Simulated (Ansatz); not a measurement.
Consider NOSi2 (SMILES O=[Si-]N=[Si]) (charge −1).

```xyz
4

N    -0.0761    0.5713   -0.6479
O    -0.2079    1.4463   -3.3004
Si   -0.9502    1.5722   -1.9023
Si    0.4127   -0.1705    0.6718
```

Geometry: r2SCAN-D4/def2-SVPD.

The calculation used Ansatz, isolated molecule in a Gaussian basis; Kohn-Sham density functional theory, functional PBE0.

> Predict the electron density and electron localisation function between the atoms.

Si–O (1.59 Å): the density is about 1.3 e/Å³ at the midpoint; the ELF peaks at about 0.85 between the atoms (a polar covalent bond).
Si–N (1.59 Å): ρ is about 1.4 e/Å³ halfway; the ELF peaks at about 0.85 between the atoms; a short, strongly polar bond.
Si–N (1.83 Å): ρ is about 0.87 e/Å³ halfway; the ELF peaks at about 0.90 between the atoms: a shared but strongly polarised pair.

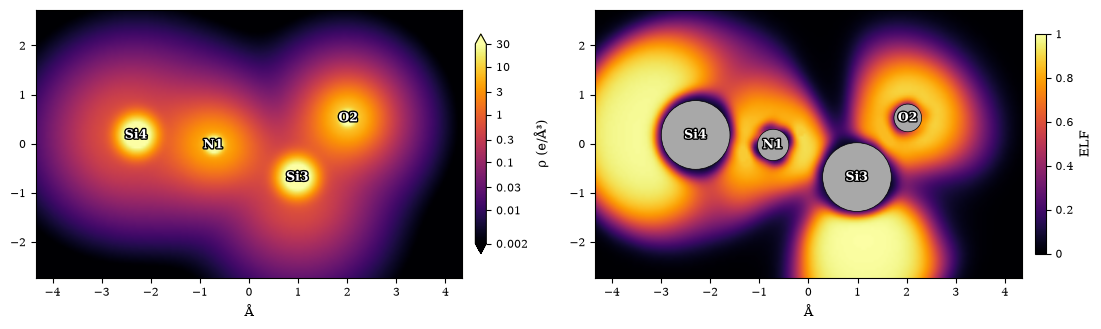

Computed electron density and electron localisation function on the molecular plane, in this order. Grey discs cover the atomic cores in the ELF map. 
